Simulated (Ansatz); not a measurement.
C2H8BFN2O (SMILES COB(N)NCF)

The calculation's input:

```
crystal:
  periodic: [false, false, false]
  atoms:
    - { symbol: C, position_ang: [-0.7193, -1.8605, -0.4213] }
    - { symbol: O, position_ang: [-0.2222, -0.8389, -1.284] }
    - { symbol: B, position_ang: [0.6542, 0.028, -0.5145] }
    - { symbol: "N", position_ang: [2.1988, -0.4036, -0.2723] }
    - { symbol: "N", position_ang: [0.2634, 1.4382, -0.1254] }
    - { symbol: C, position_ang: [-0.8624, 1.4345, 0.8262] }
    - { symbol: F, position_ang: [-1.1053, 2.7093, 1.2534] }
    - { symbol: H, position_ang: [-1.4058, -2.4412, -1.0396] }
    - { symbol: H, position_ang: [-1.3765, -1.3513, 0.4232] }
    - { symbol: H, position_ang: [0.0239, -2.4768, 0.0147] }
    - { symbol: H, position_ang: [2.59442, -0.45575, -1.16612] }
    - { symbol: H, position_ang: [2.13113, -1.37174, 0.14691] }
    - { symbol: H, position_ang: [-0.1018, 1.955, -0.9962] }
    - { symbol: H, position_ang: [-1.8008, 1.0247, 0.3549] }
    - { symbol: H, position_ang: [-0.6147, 0.7916, 1.7271] }
basis:
  gaussian: { orbitals: def2-SVP }
hamiltonian:
  xc: b3lyp
relax:
  f_tol: 0.015
  max_steps: 40
output:
  orbitals: {}
```

Launched as:

```sh
ansatz run input.yaml --threads 2 --pin off --max-ram 3072MiB --backend cpu --events-out ev --progress --plain --runs-dir out
```

The fields are those of the relaxed geometry.

The calculation used Ansatz, RKS B3LYP/def2-SVP.

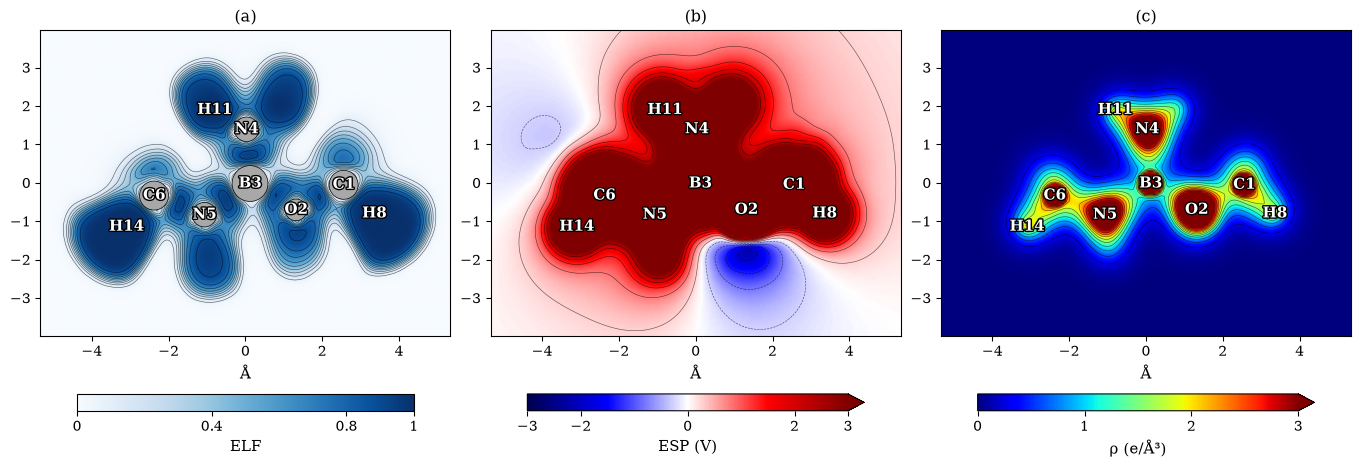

Figure 1. (a) electron localisation function; (b) electrostatic potential; (c) total electron density on the plane of atoms C1, O2 and B3. Grey discs cover the atomic cores in the ELF map.

Question: Read the bonding off the picture.

Answer: The section cuts through C, O, B, N and H sites. B–O (1.38 Å): the density is about 2 e/Å³ at the midpoint; the ELF peaks at about 0.90 between the atoms: a shared but strongly polarised pair. C–O (1.40 Å): ρ is about 2.1 e/Å³ halfway, with its minimum of 1.8 e/Å³ about 0.5 Å from C; the ELF peaks at about 0.90 between the atoms, as expected for a polar covalent bond. C–N (1.40 Å): ρ at the midpoint is about 2.2 e/Å³; the ELF peaks at about 0.95 between the atoms; localised, covalent bonding. B–N (1.42 Å): ρ at the midpoint is about 1.9 e/Å³; the ELF peaks at about 0.95 between the atoms (a shared but strongly polarised pair). N–H (1.01 Å): the density is about 2.8 e/Å³ at the midpoint; the ELF climbs to about 1 towards the hydrogen, as it does in any bond to H; a covalent bond by its length. The ELF also peaks beside O2, away from the bonds: lone-pair regions. Outside the dense part of the molecule the potential is most negative (−2.1 V) near O2.

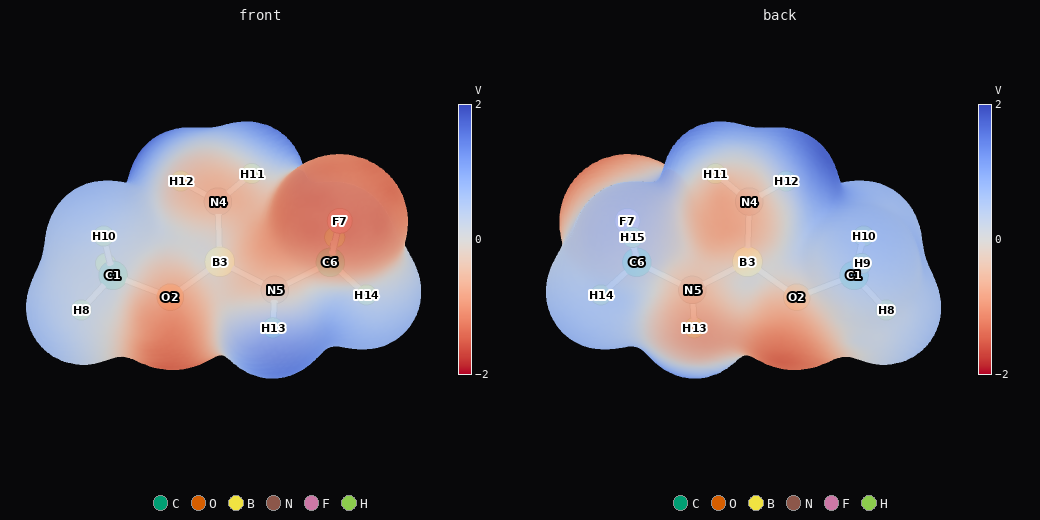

Figure 2. The electrostatic potential painted on the density surface at 0.002 e/bohr³, seen from the front and from behind; red is negative and blue positive.

Question: Where is the surface potential most negative and most positive?

Answer: The most negative region (about −1.4 V) lies over O2 and F7, the most positive (about +1.6 V) over H12.

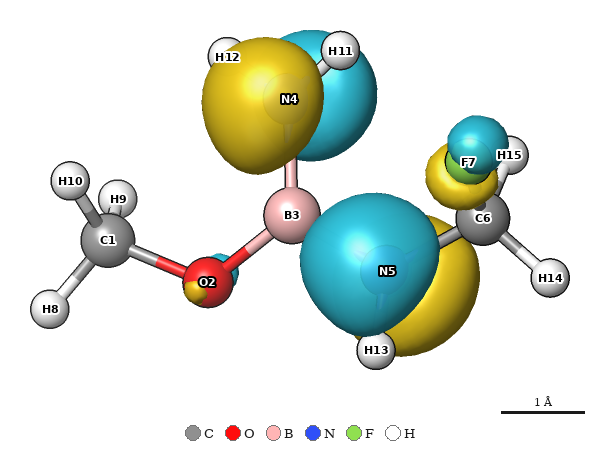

Figure 3. The HOMO at ±0.15 Å⁻³ᐟ² (yellow and cyan are the two phases), seen at a tilt.

Question: Describe this orbital and give its energy.

Answer: By Hirshfeld shares it lies mainly on N5 (about 40 %) and N4 (about 30 %); largely a combination of lone pairs on N5 and N4. Its energy is −6.74 eV.
